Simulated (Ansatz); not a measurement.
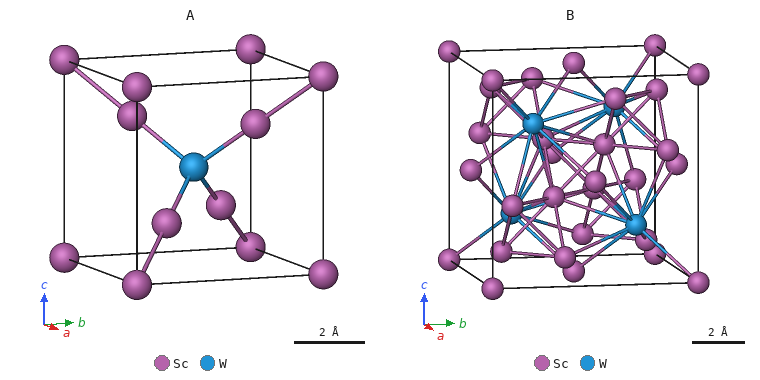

Two structures of Sc5W, each relaxed to rest (conventional cells in solid outline, small ones repeated, not to one scale). Method: DFT PBE, scalar-relativistic, plane waves, PAW (Ansatz), with collinear spins.

> Identify the two structures.

A: 6 atoms a cell on a primitive cubic lattice, P-43m. B: 24 atoms a cell on a face-centred cubic lattice, F-43m.

> What is the energy order of the two?

B is lower, by 948 meV/atom at this level of theory (energies at zero smearing). Volumes: A 31.4, B 22.1 Å³/atom.

One or both may be structure types tried for this composition rather than known phases.
